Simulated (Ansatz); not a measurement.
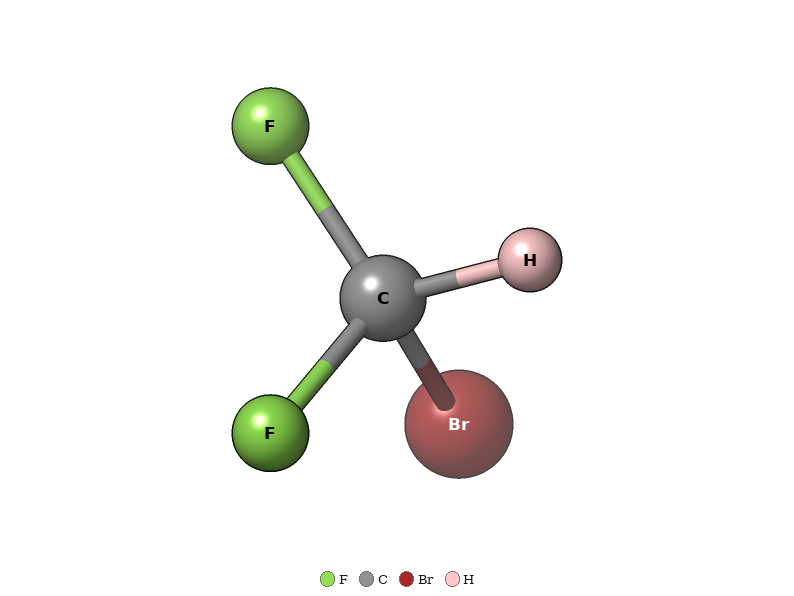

Distant atoms are faded towards the background colour. Computed geometry: PBE-D4/def2-SVP optimisation. No frequency run is at hand to confirm it as a minimum.

### List the symmetry elements and name the point group.

It has 1 mirror plane, so the point group is Cs. The group has 2 operations. The geometry is achiral, and symmetry allows a dipole moment.
